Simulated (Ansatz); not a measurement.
BeTe: pressure series

Consider BeTe in the zinc blende structure (space group F-43m, No. 216; a = 5.6568 Å).

Cell and atoms are relaxed at each pressure.

Computed with DFT with r2SCAN, PAW potentials and a 500 eV plane-wave cutoff in Ansatz (an electronic-structure program), no spin-orbit coupling.

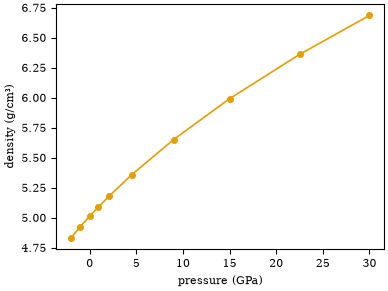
*Density against pressure*

Q: From the plot, what is the density for pressure 2.1 GPa?

A: About 5.2 g/cm³.

Q: Is the trend monotonic over the range shown?

A: Yes, it rises throughout, spanning 4.83 g/cm³ to 6.69 g/cm³.

Load acts through the strain it causes; cell and atoms are relaxed under it. No phonon test of stability was made. No other phases were tried under pressure.
